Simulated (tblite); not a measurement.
**Run report: C5H8FGaO3, frequency calculation**

- system: C5H8FGaO3
- method: GFN2-xTB harmonic vibrations, gas phase (tblite 0.8.0)

It belongs to a series of runs on one base structure; here: H on C replaced by OC2H5.

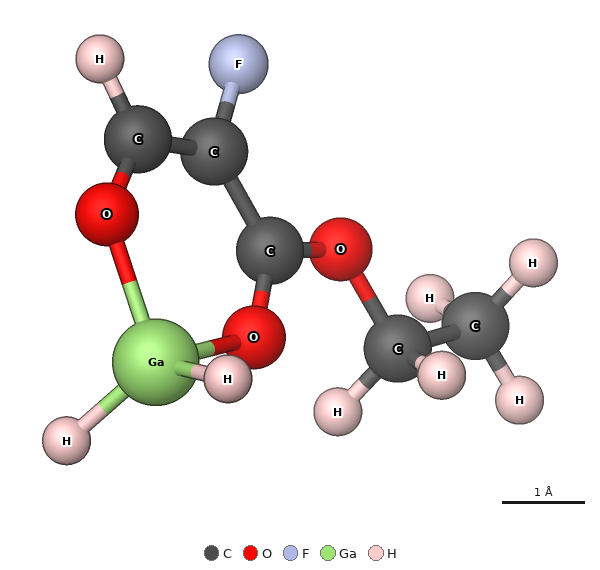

*The input geometry (ball-and-stick view, seen at a tilt). Sticks mark near contacts.*

Bond lengths as drawn: C–C 1.37 to 1.52 Å, C–F 1.36 Å, C–H 1.09 to 1.10 Å, C–O 1.26 to 1.43 Å, Ga–H 1.53 to 1.54 Å and Ga–O 1.91 to 1.95 Å.

Input:
```
{"job": {"kind": "ir", "xc": "GFN2-xTB", "basis": "xTB"}, "charge": 0, "multiplicity": 1}
C      3.205668    -0.597505     0.013404
C      1.726419    -0.818931    -0.236875
O      1.029176     0.366805     0.161007
C     -0.276956     0.376481     0.044712
C     -0.945212     1.564140     0.441445
F     -0.177465     2.582925     0.905272
C     -2.301091     1.738233     0.378837
O     -3.141859     0.866859    -0.035495
Ga    -2.804822    -0.902821    -0.665853
O     -0.886430    -0.636959    -0.403331
H      3.382017    -0.405429     1.068049
H      3.557316     0.256917    -0.557992
H      3.761607    -1.481144    -0.286075
H      1.341809    -1.666245     0.342517
H      1.520420    -1.009003    -1.296676
H     -2.703297     2.701500     0.709221
H     -3.260132    -1.937365     0.373370
H     -3.035927    -0.992140    -2.180526
```

The first line tells a small driver script what to run in tblite; the rest is the geometry in Å.

Run on 1 CPU thread, shared host.

Launch command:
```bash
OMP_NUM_THREADS=1 python <driver script> task.json out
```

What the program printed:
```
mode    cm-1     km/mol
  1      40.9      0.00
  2      64.8      0.15
  3      95.7      0.92
  4      97.9      0.59
  5     136.0      0.73
  6     190.8     27.07
  7     213.5      1.88
  8     214.0      1.96
  9     284.3     11.73
 10     294.9      9.36
 11     321.5     26.64
 12     332.4      5.27
 13     355.6      0.31
 14     402.1     32.93
 15     433.2    135.32
 16     448.6     34.35
 17     510.1     91.43
 18     561.3     10.18
 19     631.6     25.14
 20     678.7     39.57
 21     685.9    261.28
 22     823.2      3.56
 23     876.8     10.10
 24     879.8      8.44
 25     926.6      4.94
 26    1072.7     31.51
 27    1121.1     12.16
 28    1135.1     11.20
 29    1167.1    173.04
 30    1235.5      1.76
 31    1265.9    442.55
 32    1284.2    359.54
 33    1321.8      2.83
 34    1394.3    341.04
 35    1408.6    139.73
 36    1459.9      3.59
 37    1468.6      8.17
 38    1469.9    408.17
 39    1485.9      9.21
 40    1611.4    442.37
 41    1765.6    666.97
 42    1783.6     43.18
 43    2919.7     20.62
 44    2920.9     18.25
 45    2940.6     17.73
 46    3057.4      9.90
 47    3057.7     14.62
 48    3060.9     15.50
```

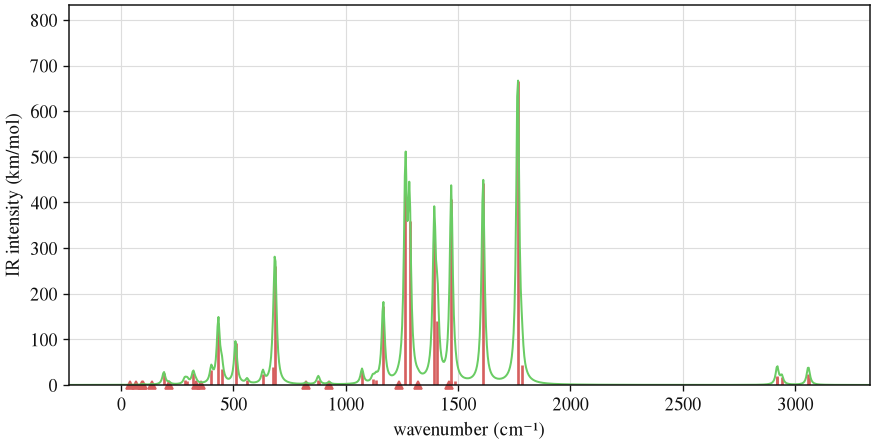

*Harmonic infrared spectrum, unscaled: sticks (degenerate modes added up, dark ones marked on the axis) with a Lorentzian envelope of 16 cm⁻¹ full width, scaled to the tallest stick.*

48 modes from 41 to 3061 cm⁻¹, none imaginary. The strongest line is at 1766 cm⁻¹ (667 km/mol).

Summary:

| quantity | value |
| --- | --- |
| outcome | converged |
| total energy | −897.3187 eV |
| zero-point energy | 74.2070 kcal/mol |
| wall time | 0.77 s |
| peak memory | 0.18 GiB |
